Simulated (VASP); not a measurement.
Band structure of CdHg$_{3}$Te$_{4}$ (ordered alloy cell). Calculation: PBEsol GGA, VASP's PBE PAW potentials (set 64) (plane waves; VASP 6.6.1).

Unless said otherwise, spin-orbit coupling is left out, though it shifts the bands of the heavy elements here.

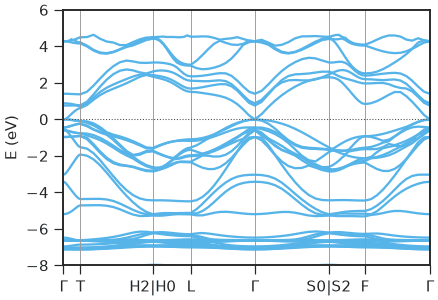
Fig. 1. Bands along high-symmetry lines, zero at the valence-band maximum or, without a gap, the Fermi level

Q: Read the plot: is there a gap, and where are the band edges?

A: It has no gap at this level: it comes out as a metal or semimetal. (Edges off the drawn lines would not show.)

The structure was generated: CdHg3Te4 was put into an ordered model structure (R3m), which need not be its known phase. It was relaxed first.
